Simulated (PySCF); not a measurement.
```tsv
atom	x (Å)	y (Å)	z (Å)
C	3.1164	-0.7509	-0.4087
C	2.5296	0.2758	0.1945
C	1.0935	0.4153	0.2604
N	0.4879	1.3983	0.8372
C	-0.9395	1.2051	0.7054
C	-1.1247	-0.0802	-0.0627
Si	-2.7723	-0.8308	-0.5313
C	0.1227	-0.5017	-0.2976
H	4.1871	-0.8522	-0.4566
H	2.5303	-1.5261	-0.8763
H	3.0963	1.0640	0.6694
H	-1.3872	1.1598	1.7010
H	-1.3697	2.0638	0.1847
H	-2.8867	-2.1611	0.0686
H	-2.8678	-0.9189	-1.9894
H	-3.8235	0.0485	-0.0102
```

Geometry: GFN2-xTB.

Computed with UKS B3LYP, pcH-1 on C H N Si, non-relativistic, mean-field spin-orbit, GIAO (PySCF 2.14.0, density-fitted response routines).

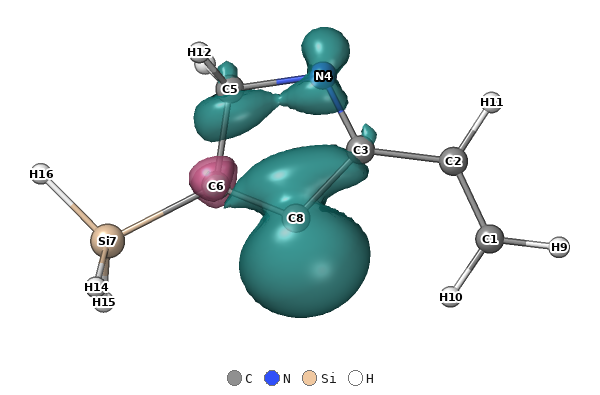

C6H8NSi (SMILES C=CC1=NCC([SiH3])=[C]1) (doublet). Isosurfaces of the spin density (α minus β) at +0.03 (teal) and −0.03 e/Å³ (pink), seen across its widest extent.

Q: Which atoms carry the spin?

A: The unpaired spin (1 electron) lies mostly on C8 (about 0.8), in electrons by Hirshfeld's partition.
